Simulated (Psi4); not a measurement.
**[NH3]+ (SMILES [NH3+]): a chain of runs**

Wanted: a structure relaxation (UBLYP/6-311G**), then the harmonic vibrations of [NH3]+. 

The calculation is run with Psi4 1.11.

**1. The structure to begin with**

[NH3]+: 4 atoms, total charge +1, spin state doublet. As SMILES, `[NH3+]`. Geometry: relaxed at GFN2-xTB. The run starts from this shape.

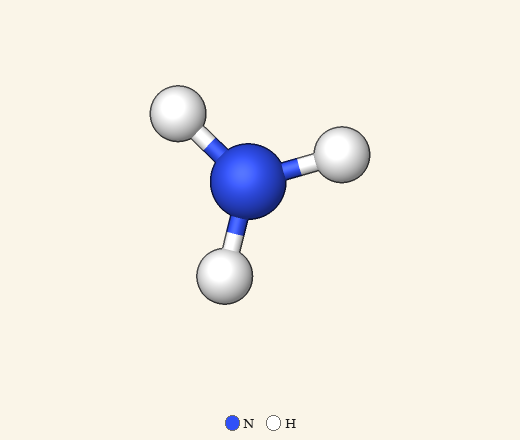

The structure, seen from a chosen angle (nitrogen blue, hydrogen white).

**2. A geometry optimisation at UBLYP/6-311G(d,p) (density fitting) (run 1)**

Input file run.py:

```python
import numpy as np
from ase.calculators.psi4 import Psi4
from ase import Atoms
from ase.optimize import FIRE

a = Atoms(['N', 'H', 'H', 'H'], positions=[
    [0.000140, -0.000820, -0.000330],
    [0.510700, -0.238750, 0.859300],
    [-0.995460, -0.239520, -0.089810],
    [0.484620, 0.479080, -0.769160],
])
calc = Psi4(atoms=a, method='blyp', basis='6-311G**', memory='1600MB', num_threads=1, charge=1, multiplicity=2, label='psi4-calc', reference='uks')
a.calc = calc

opt = FIRE(a)
done = opt.run(fmax=0.05, steps=40)
print('converged:', done)
for s, p in zip(a.symbols, a.positions):
    print(f'{s:2s} {p[0]:12.6f} {p[1]:12.6f} {p[2]:12.6f}')
```

On the command line:

```console
$ python run.py
```

psi4-calc.dat, cut to the lines that bear on the results:

```text
[...]
  Running in c1 symmetry.
[...]
  Nuclear repulsion =   11.624989378037371
[...]
  Multiplicity = 2
[...]
  Nalpha       = 5
  Nbeta        = 4
[...]
    Number of basis functions: 36
[...]
   @DF-UKS iter   1:   -56.11814650700100    4.28417e-02   1.15408e-02 ADIIS/DIIS
[...]
   @DF-UKS iter   9:   -56.18370708826730   -9.16600e-13   2.63972e-09 DIIS
[...]
   @S^2 Observed:                7.529912928E-01
[...]
    Orbital Energies [Eh]
    ---------------------
    Alpha Occupied:
       1A    -14.441206     2A     -1.170332     3A     -0.813090
       4A     -0.813049     5A     -0.650490
    Alpha Virtual:
       6A     -0.270336     7A     -0.184963     8A     -0.184950
       9A      0.008475    10A      0.008526    11A      0.024588
      12A      0.176220    13A      0.324641    14A      0.324658
      15A      0.488177    16A      0.769130    17A      0.769188
      18A      1.036845    19A      1.176696    20A      1.176795
      21A      1.305704    22A      1.384657    23A      1.586628
      24A      1.586719    25A      1.919415    26A      1.935400
[...]
  @DF-UKS Final Energy:   -56.18370708826730
   => Energetics <=
    Nuclear Repulsion Energy =             11.6249893780373714
    One-Electron Energy =                 -95.0582283920989966
    Two-Electron Energy =                  34.9277929870263648
    DFT Exchange-Correlation Energy =      -7.6782610612320443
    Empirical Dispersion Energy =           0.0000000000000000
    VV10 Nonlocal Energy =                  0.0000000000000000
    Total Energy =                        -56.1837070882673046
[...]
 Multipole Moments:
 ------------------------------------------------------------------------------------
     Multipole            Electronic (a.u.)      Nuclear  (a.u.)        Total (a.u.)
 ------------------------------------------------------------------------------------
 L = 1.  Multiply by 2.5417464519 to convert [e a0] to [Debye]
 Dipole X            :          0.0001045           -0.0003981           -0.0002936
 Dipole Y            :         -0.0006576            0.0019132            0.0012556
 Dipole Z            :         -0.0002334            0.0007183            0.0004849
 Magnitude           :                                                    0.0013776
[...]
  -Total Gradient:
     Atom            X                  Y                   Z
    ------   -----------------  -----------------  -----------------
       1        0.000036286940    -0.000113770658    -0.000016384009
       2        0.000106783436    -0.000000677053     0.000167190286
       3       -0.000237185570    -0.000015006306    -0.000017767542
       4        0.000094606692     0.000128382375    -0.000130308642
[...]
```

On the terminal:

```text
Step     Time          Energy          fmax
FIRE:    0 hh:mm:ss    -1528.833789        0.273969
FIRE:    1 hh:mm:ss    -1528.835564        0.162695
FIRE:    2 hh:mm:ss    -1528.836542        0.012255
converged: True
N      0.000128    -0.000623    -0.000234
H      0.514172    -0.240476     0.865184
H     -1.002267    -0.241239    -0.090430
H      0.487964     0.482327    -0.774524
```

Run time: 6.6 s. Hardware: 1 thread of INTEL XEON PLATINUM 8581C at 2.30GHz (Emerald Rapids), shared host; peak memory 0.33 GiB.

The path in brief:

```
step  energy from the first frame kept (eV)  largest force (eV/Å)
   0                                 0.0000                0.2740
   1                                -0.0018                0.1627
   2                                -0.0028                0.0123
```

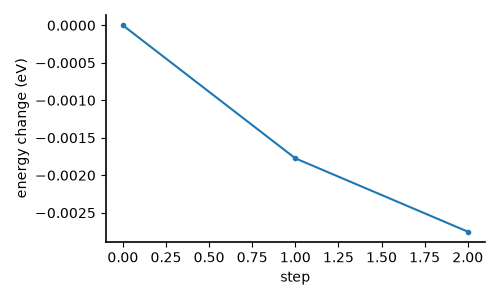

Energy along the run.

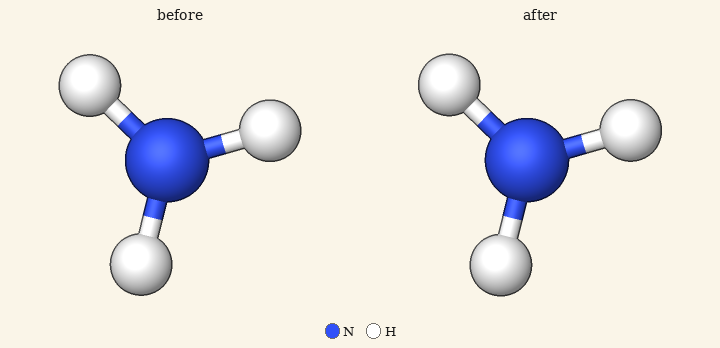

Before and after, at one scale.

After the run. Bond lengths: N1–H2 1.035 Å, N1–H3 1.035 Å, N1–H4 1.035 Å. Angles: H2–N1–H3 120.0°, H2–N1–H4 120.0°, H3–N1–H4 120.0°.

**3. Vibrational wavenumbers at UBLYP/6-311G(d,p) (density fitting) (run 2)**

Input file run.py:

```python
import numpy as np
from ase.calculators.psi4 import Psi4
from ase import Atoms
from ase.vibrations import Vibrations

atoms = Atoms(['N', 'H', 'H', 'H'], positions=[
    [0.000137, -0.000773, -0.000307],
    [0.514181, -0.240626, 0.865111],
    [-1.002258, -0.241389, -0.090503],
    [0.487973, 0.482177, -0.774597],
])
calc = Psi4(atoms=atoms, method='blyp', basis='6-311G**', memory='1600MB', num_threads=1, charge=1, multiplicity=2, label='calc', reference='uks')
atoms.calc = calc

vib = Vibrations(atoms, delta=0.005)
vib.run()
vib.summary()
```

On the command line:

```console
$ python run.py
```

calc.dat, cut to the lines that bear on the results:

```text
[...]
  Running in c1 symmetry.
[...]
  Nuclear repulsion =   11.639031799576069
[...]
  Multiplicity = 2
[...]
  Nalpha       = 5
  Nbeta        = 4
[...]
    Number of basis functions: 36
[...]
   @DF-UKS iter   1:   -56.11796241200170    4.37468e-02   1.15599e-02 ADIIS/DIIS
[...]
   @DF-UKS iter   9:   -56.18369740488927   -7.24754e-13   7.99838e-09 DIIS
[...]
   @S^2 Observed:                7.529806107E-01
[...]
  @DF-UKS Final Energy:   -56.18369740488927
   => Energetics <=
    Nuclear Repulsion Energy =             11.6390317995760686
    One-Electron Energy =                 -95.0814718268189125
    Two-Electron Energy =                  34.9384001959312229
    DFT Exchange-Correlation Energy =      -7.6796575735776473
    Empirical Dispersion Energy =           0.0000000000000000
    VV10 Nonlocal Energy =                  0.0000000000000000
    Total Energy =                        -56.1836974048892657
[...]
 Multipole Moments:
 ------------------------------------------------------------------------------------
     Multipole            Electronic (a.u.)      Nuclear  (a.u.)        Total (a.u.)
 ------------------------------------------------------------------------------------
 L = 1.  Multiply by 2.5417464519 to convert [e a0] to [Debye]
 Dipole X            :         -0.0004962           -0.0003972           -0.0008934
 Dipole Y            :         -0.0010161            0.0019133            0.0008972
 Dipole Z            :         -0.0011151            0.0045746            0.0034595
 Magnitude           :                                                    0.0036839
[...]
  -Total Gradient:
     Atom            X                  Y                   Z
    ------   -----------------  -----------------  -----------------
       1        0.001094692888     0.001136987728    -0.002355859398
       2        0.000222645136     0.000094406555     0.000100291932
       3       -0.000263505980    -0.000036051110     0.000084423154
       4       -0.001054546175    -0.001196523145     0.002173363131
[...]
```

On the terminal:

```text
---------------------
  #    meV     cm^-1
---------------------
  0    2.7i     22.1i
  1    1.2       9.3
  2    2.9      23.3
  3    6.0      48.1
  4    6.2      50.2
  5    7.2      57.7
  6  105.8     853.3
  7  185.2    1494.0
  8  185.3    1494.3
  9  403.1    3251.6
 10  424.2    3421.1
 11  424.2    3421.3
---------------------
Zero-point energy: 0.876 eV
```

Run time: 43 s. Hardware: 1 thread of INTEL XEON PLATINUM 8581C at 2.30GHz (Emerald Rapids), shared host; peak memory 0.6 GiB.

**4. Outcome**

| quantity | value |
| --- | --- |
| run 1, UBLYP/6-311G**: total energy at the end | -56.18371 Eh |
| run 1, UBLYP/6-311G**: HOMO energy (highest over α and β) | -17.70 eV |
| run 1, UBLYP/6-311G**: LUMO energy (lowest over α and β) | -14.57 eV |
| run 1, UBLYP/6-311G**: ⟨S²⟩ | 0.753 |

What this shows: The optimisation (run 1, UBLYP/6-311G**) took 2 steps and changed the energy by -0.003 eV.
